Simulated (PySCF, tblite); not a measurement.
# C2H6O2S2Si: geometry, infrared bands and NMR shifts

What infrared bands and NMR shifts should C2H6O2S2Si (`O[Si]1(O)SCCS1`) show?

Programs: tblite 0.8.0 and PySCF 2.14.0, with density-fitted response routines of our own. Each step states its level of theory. These are calculated values for one molecule in the gas phase, unless marked as measured. Atoms count from 0, in the outputs and in this text.

### 1 Starting geometry

13 atoms, charge 0, multiplicity 1; geometry from: force field or distance geometry start.

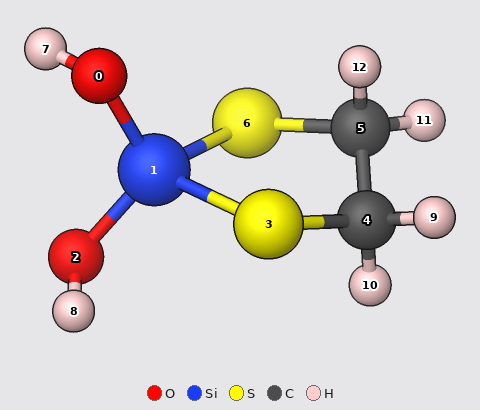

The starting geometry (oxygen red, silicon blue, sulfur yellow, carbon dark grey, hydrogen pink), atoms numbered.

### 2 Optimising the geometry with GFN2-xTB

Job settings and geometry (Å):

```
{"job": {"kind": "relax", "xc": "GFN2-xTB", "basis": "xTB"}, "charge": 0, "multiplicity": 1}
O      2.176300     1.568800    -0.277400
Si     1.364400     0.072100    -0.343100
O      2.403700    -1.258300    -0.609700
S     -0.253900     0.198600    -1.766700
C     -1.612600    -0.402700    -0.689600
C     -1.479000     0.238700     0.641300
S      0.096600    -0.253400     1.379600
H      2.935700     1.545200     0.375400
H      2.409100    -1.531700    -1.551900
H     -2.553400     0.000700    -1.153900
H     -1.695900    -1.498800    -0.678000
H     -2.359000    -0.024100     1.272600
H     -1.436200     1.345300     0.522500
```

Launch:

```console
$ OMP_NUM_THREADS=1 python probes_run.py task.json out
```

One launch serves the whole session: the jobs run in the order shown.

The program printed:

```text
step      E/eV     max force
  0    -647.91071    2.462
  1    -648.13953    1.598
  2    -648.25817    1.137
  3    -648.30379    1.192
  4    -648.35874    0.376
  5    -648.36958    0.258
  6    -648.37975    0.295
  7    -648.38804    0.326
  8    -648.39477    0.229
  9    -648.40089    0.304
 10    -648.40698    0.275
 11    -648.41202    0.203
 12    -648.41480    0.121
 13    -648.41639    0.126
 14    -648.41810    0.149
 15    -648.42008    0.143
 16    -648.42206    0.129
 17    -648.42393    0.120
 18    -648.42609    0.125
 19    -648.42892    0.189
 20    -648.43235    0.198
 21    -648.43582    0.137
 22    -648.43914    0.147
 23    -648.44309    0.249
 24    -648.44908    0.374
 25    -648.45481    0.533
 26    -648.44808    0.824
 27    -648.46576    0.401
 28    -648.46223    0.226
 29    -648.47346    0.168
 30    -648.47700    0.237
 31    -648.48169    0.335
 32    -648.49136    0.250
 33    -648.49628    0.167
 34    -648.50011    0.209
 35    -648.50369    0.131
 36    -648.50636    0.147
 37    -648.50882    0.132
 38    -648.51015    0.132
 39    -648.51159    0.122
 40    -648.51234    0.100
 41    -648.51300    0.070
 42    -648.51368    0.073
 43    -648.51455    0.107
 44    -648.51538    0.108
 45    -648.51612    0.088
 46    -648.51673    0.091
 47    -648.51750    0.077
 48    -648.51824    0.085
 49    -648.51914    0.092
 50    -648.51983    0.068
 51    -648.52034    0.061
 52    -648.52068    0.042
 53    -648.52091    0.031
 54    -648.52106    0.026
 55    -648.52116    0.026
 56    -648.52127    0.029
 57    -648.52139    0.048
 58    -648.52155    0.035
 59    -648.52170    0.036
 60    -648.52182    0.028
 61    -648.52192    0.024
 62    -648.52199    0.035
 63    -648.52206    0.032
 64    -648.52212    0.034
 65    -648.52218    0.025
 66    -648.52221    0.018
 67    -648.52224    0.015
 68    -648.52227    0.019
 69    -648.52233    0.029
 70    -648.52242    0.035
 71    -648.52251    0.030
 72    -648.52255    0.013
 73    -648.52257    0.011
 74    -648.52259    0.013
 75    -648.52261    0.015
 76    -648.52263    0.012
 77    -648.52264    0.009
```

It took 0.88 s on 1 thread of Arm Neoverse N1, shared host; peak memory 0.18 GiB.

Step by step: (not every step is listed)

```
step  energy from step 0 (eV)  largest force (eV/Å)
   0                   0.0000                2.4618
   1                  -0.2288                1.5983
   2                  -0.3475                1.1372
   3                  -0.3931                1.1924
   4                  -0.4480                0.3762
   5                  -0.4589                0.2577
   6                  -0.4690                0.2951
   7                  -0.4773                0.3260
   8                  -0.4841                0.2294
  14                  -0.5074                0.1495
  20                  -0.5216                0.1980
  26                  -0.5374                0.8237
  32                  -0.5806                0.2501
  38                  -0.5994                0.1320
  44                  -0.6047                0.1077
  50                  -0.6091                0.0676
  56                  -0.6106                0.0291
  62                  -0.6113                0.0347
  68                  -0.6116                0.0194
  72                  -0.6118                0.0129
  73                  -0.6119                0.0112
  74                  -0.6119                0.0130
  75                  -0.6119                0.0146
  76                  -0.6119                0.0119
  77                  -0.6119                0.0094
```

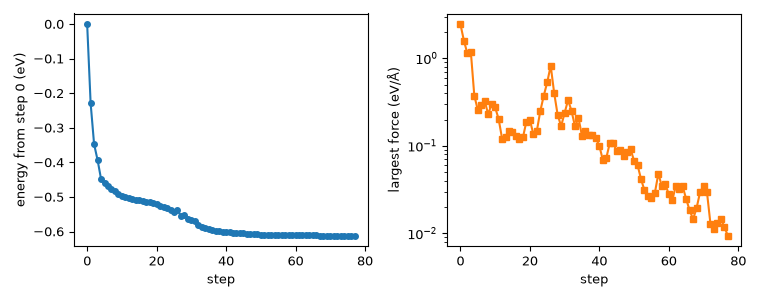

Energy and largest force along the relaxation.

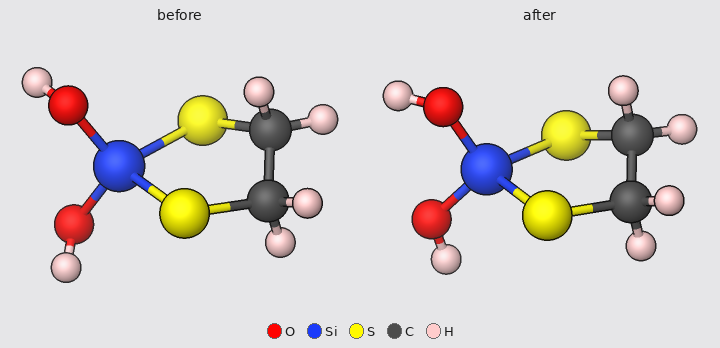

Before and after, at one scale.

Distances of close pairs at the start and the end, largest changes first:

```
  bond  before (Å)  after (Å)  change (Å)
O0–Si1       1.704      1.611      -0.093
Si1–O2       1.709      1.621      -0.088
 O0–H7       1.002      0.955      -0.047
 C4–H9       1.124      1.090      -0.034
 C4–C5       1.483      1.513      +0.030
 O2–H8       0.981      0.954      -0.027
C5–H11       1.114      1.090      -0.025
C5–H12       1.114      1.090      -0.024
```

The end geometry stands in the next job.

### 3 Infrared spectrum with GFN2-xTB

Job settings and geometry (Å):

```
{"job": {"kind": "ir", "xc": "GFN2-xTB", "basis": "xTB"}, "charge": 0, "multiplicity": 1}
O      1.983384     1.549957    -0.211068
Si     1.288684     0.107480    -0.388669
O      2.473353    -0.947512    -0.722929
S     -0.254905     0.304817    -1.862007
C     -1.619468    -0.263823    -0.783097
C     -1.417078     0.164043     0.653996
S      0.139851    -0.514024     1.318056
H      2.913982     1.622983    -0.011026
H      2.291560    -1.875897    -0.848723
H     -2.531055     0.174442    -1.188388
H     -1.678450    -1.350423    -0.858792
H     -2.219104    -0.221525     1.282845
H     -1.375140     1.249968     0.740826
```

The program printed:

```text
mode    cm-1     km/mol
  1      57.3      9.84
  2     110.6     43.43
  3     162.1     19.92
  4     208.4     38.07
  5     223.4      8.35
  6     227.0      7.56
  7     237.0     15.97
  8     301.6     28.01
  9     316.2    131.55
 10     411.5      3.24
 11     464.9     24.88
 12     545.6    154.29
 13     667.2      0.44
 14     694.9      0.43
 15     776.0    171.71
 16     824.3    210.27
 17     857.5      2.14
 18     909.3    361.45
 19     940.7      0.24
 20     959.3    207.32
 21    1033.9      0.70
 22    1088.6      1.15
 23    1140.1      0.25
 24    1237.0     16.10
 25    1260.2     13.13
 26    1437.5      4.47
 27    1447.9      0.24
 28    2972.7      2.43
 29    2986.4     19.05
 30    2996.5      5.06
 31    3000.0      9.06
 32    3639.1     43.03
 33    3660.3     56.61
```

Run time: 0.75 s. Hardware: 1 thread of Arm Neoverse N1, shared host; peak memory 0.18 GiB.

Which atoms move in the most intense modes:

```
cm⁻¹  km/mol                                atoms
 111    43.4            O0 38 %, O2 21 %, H7 17 %
 316   131.6                     H8 76 %, O2 18 %
 546   154.3           Si1 57 %, S3 20 %, S6 16 %
 776   171.7                     H7 73 %, O0 16 %
 824   210.3                              H8 83 %
 909   361.4  O2 39 %, Si1 38 %, O0 11 %, H7 11 %
 959   207.3           Si1 44 %, O0 38 %, O2 12 %
3660    56.6                              H8 94 %
```

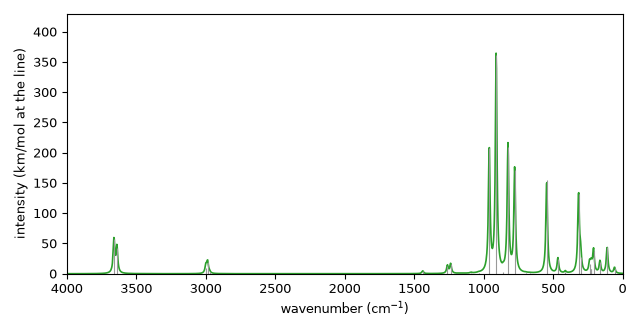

The infrared spectrum from these modes, unscaled. Lines are broadened to a width of 14 cm⁻¹ (Lorentzian).

### 4 Shielding tensors: PBE0/pcSseg-1

Same as in step 3 but for these lines:

```diff
@@ -1,2 +1,2 @@
-{"job": {"kind": "ir", "xc": "GFN2-xTB", "basis": "xTB"}, "charge": 0, "multiplicity": 1}
+{"job": {"kind": "nmr", "xc": "PBE0", "basis": "pcSseg-1"}, "charge": 0, "multiplicity": 1}
 O      1.983384     1.549957    -0.211068
```

Level: GIAO PBE0/pcSseg-1 NMR shielding, non-relativistic, gas phase.

The program printed:

```text
coarse grid: 12936 points
cycle   1  E = -1315.3619495456  dE =  1.074e+00  |g| = 9.459e-01  |ddm| = 3.510e+00
cycle   2  E = -1315.1911803414  dE =  1.708e-01  |g| = 1.364e+00  |ddm| = 1.723e+00
cycle   3  E = -1315.5198560986  dE = -3.287e-01  |g| = 9.473e-02  |ddm| = 1.130e+00
cycle   4  E = -1315.5218893356  dE = -2.033e-03  |g| = 3.327e-02  |ddm| = 1.404e-01
cycle   5  E = -1315.5221267023  dE = -2.374e-04  |g| = 7.047e-03  |ddm| = 4.102e-02
cycle   6  E = -1315.5221367387  dE = -1.004e-05  |g| = 3.712e-03  |ddm| = 1.247e-02
cycle   7  E = -1315.5221402526  dE = -3.514e-06  |g| = 6.162e-04  |ddm| = 4.336e-03
final grid: 112488 points
cycle   8  E = -1315.5874298135  dE = -2.573e-05  |g| = 9.411e-03  |ddm| = 2.471e-02
cycle   9  E = -1315.5874117532  dE =  1.806e-05  |g| = 1.306e-02  |ddm| = 1.734e-02
cycle  10  E = -1315.5874473080  dE = -3.555e-05  |g| = 9.120e-04  |ddm| = 1.105e-02
cycle  11  E = -1315.5874475171  dE = -2.091e-07  |g| = 1.598e-04  |ddm| = 1.210e-03
cycle  12  E = -1315.5874475229  dE = -5.789e-09  |g| = 6.019e-05  |ddm| = 2.313e-04
cycle  13  E = -1315.5874475237  dE = -8.254e-10  |g| = 1.890e-05  |ddm| = 7.482e-05
converged SCF energy = -1315.5874475237

GIAO shielding tensors (ppm)
atom      isotropic    diamagn.    paramagn.     s11        s22        s33       span
  0 O      272.269     385.284    -113.015    246.031    274.634    296.141     50.111
  1 Si     338.992     877.524    -538.532    325.990    336.481    354.505     28.516
  2 O      269.072     387.199    -118.127    235.920    272.962    298.333     62.414
  3 S      604.183    1058.107    -453.923    513.458    578.167    720.925    207.467
  4 C      145.286     251.143    -105.857    113.618    154.539    167.701     54.084
  5 C      147.082     252.061    -104.979    116.365    154.791    170.092     53.727
  6 S      599.717    1059.198    -459.480    522.051    574.192    702.909    180.858
  7 H       29.135      28.604       0.531     20.449     23.236     43.719     23.270
  8 H       29.510      31.064      -1.555     21.337     24.709     42.482     21.145
  9 H       28.759      29.886      -1.127     22.254     26.723     37.300     15.046
 10 H       28.882      31.172      -2.290     23.341     26.985     36.319     12.978
 11 H       28.842      30.449      -1.608     22.265     26.724     37.535     15.270
 12 H       28.849      31.268      -2.418     23.670     26.779     36.100     12.429
```

It took 49 s on 1 thread of Arm Neoverse N1, shared host; peak memory 0.76 GiB.

The references, computed at this level on geometries of the same kind, shield at (ppm): 1H TMS 31.72, 13C TMS 186.9, 29Si TMS 349.2, 17O H2O 336.1, 33S CS2 504. Their shielding less the atom's gives the shift. The references are single molecules in the gas phase, so shifts against H2O, NH3, PH3, H3PO4 or CFCl3 are not on the usual liquid scales and can be off by tens of ppm. Atoms listed in one row are averaged.

```
            atoms                                       environment  σ (ppm)  δ (ppm)  δ scaled to CDCl3
           C4, C5                               sp3 CH2 bonded to S    146.2     40.7               33.4
H9, H10, H11, H12                hydrogen on an sp3 CH2 bonded to S    28.83     2.88               2.82
           H7, H8                hydrogen on an oxygen bonded to Si    29.32     2.39                  –
           O0, O2                            oxygen bonded to Si, H    270.7     65.4                  –
              Si1  silicon bonded to 2 O, 2 S, in a 5-membered ring    339.0     10.2                  –
           S3, S6      sulfur bonded to C, Si, in a 5-membered ring      602      -98                  –
```

The scaled column applies a straight-line fit of computed shieldings to shifts measured in CDCl3, with any fitted terms for Cl, Br or S neighbours (root-mean-square error 0.16 ppm for H, 1.9 ppm for C).

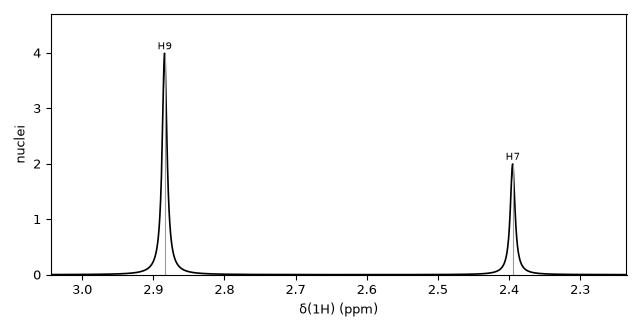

1H lines at the computed shifts, without couplings. Lines are broadened to a width of 0.01 ppm (Lorentzian).

The run also stored atomic charges by several schemes (e):

```
 atoms  Mulliken    IAO  Hirshfeld  ESP fit
O0, O2     -0.52  -0.79      -0.31    -0.66
   Si1      1.07   1.25       0.42     0.87
S3, S6     -0.29  -0.22      -0.11    -0.29
C4, C5     -0.32  -0.33      -0.07    -0.25
```

Hirshfeld charges:

O0 -0.30; Si1 0.42; O2 -0.31; S3 -0.10; C4 -0.07; C5 -0.07; S6 -0.11; H7 0.19; H8 0.18; H9 0.05; H10 0.04; H11 0.05; H12 0.04

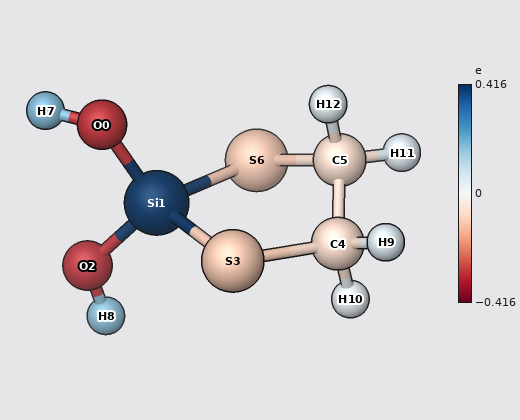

Hirshfeld charges, as colours on the atoms.

Mayer bond orders: O0–Si1 1.10, Si1–O2 1.07, Si1–S3 0.93, S3–C4 1.00, C4–C5 1.00, C5–S6 1.00, S6–Si1 0.93.

Ring of atoms Si1, S3, C4, C5, S6: NICS(0) -8.9, NICS(1) -5.0, NICS(1)zz -1.6 ppm (means of both faces).

Orbitals, density, ELF and potential are computed afterwards from the orbital file.

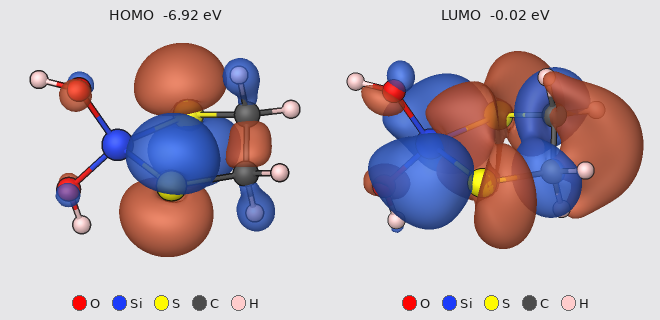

Frontier orbitals at PBE0/pcSseg-1; each surface holds 70 % of the orbital's density, blue and red mark the sign.

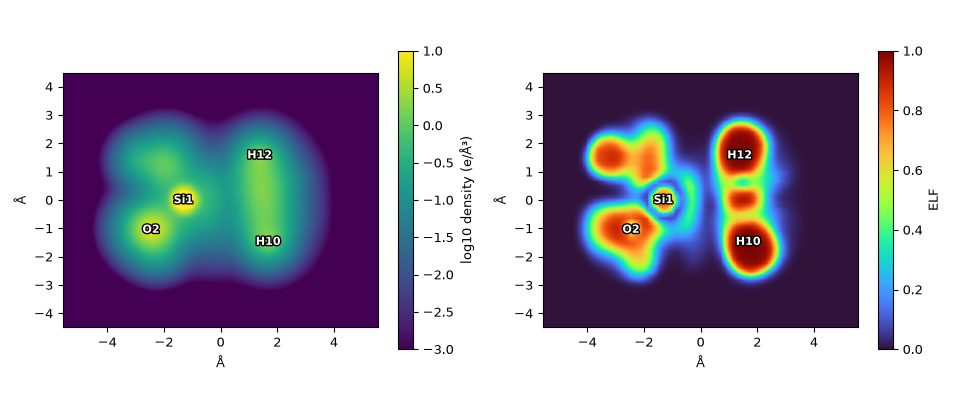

Density (left) and ELF (right) in a plane through or near 4 of the atoms.

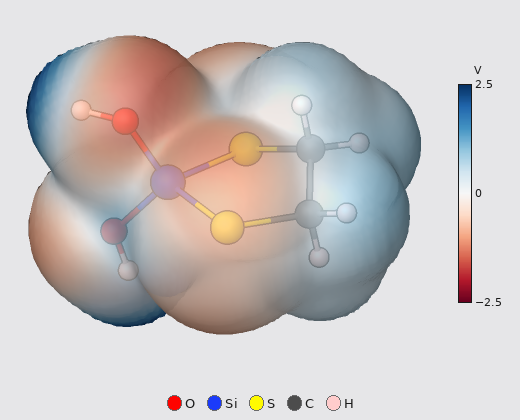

The potential that a unit positive charge feels on the 0.002 e/bohr³ surface, from the 1st to the 99th percentile, from -1.31 V near O0 to 2.50 V near H8.

### 5 What came out

| quantity | value |
| --- | --- |
| strongest single infrared mode (GFN2-xTB) | 909 cm⁻¹, 361 km/mol |
| zero-point energy (GFN2-xTB) | 54.0 kcal/mol |
| 13C shifts against TMS (PBE0/pcSseg-1, means over atoms taken as alike) | 40.7 ppm |
| 1H shifts against TMS (PBE0/pcSseg-1, means over atoms taken as alike) | 2.88, 2.39 ppm |
| 17O shifts against H2O (PBE0/pcSseg-1, means over atoms taken as alike) | 65.4 ppm |
| 29Si shifts against TMS (PBE0/pcSseg-1) | 10.2 ppm |
| 33S shifts against CS2 (PBE0/pcSseg-1, means over atoms taken as alike) | -98 ppm |
| surface potential, 1st and 99th percentile | -1.31 V and 2.50 V |

**Reading.** Relaxing lowered the energy by 0.612 eV in 77 steps; the close pair that moved most is O0–Si1, from 1.704 to 1.611 Å. No mode is imaginary among the 33: a minimum at this level. The strongest single mode, at 909 cm⁻¹, moves mainly O2 and Si1. Unscaled tight-binding wavenumbers are off by several per cent, some by more. Its intensities can rank the bands wrongly. At PBE0/pcSseg-1: Shielding is most anisotropic at S3, S6 (span 194 ppm, paramagnetic term -457 ppm).
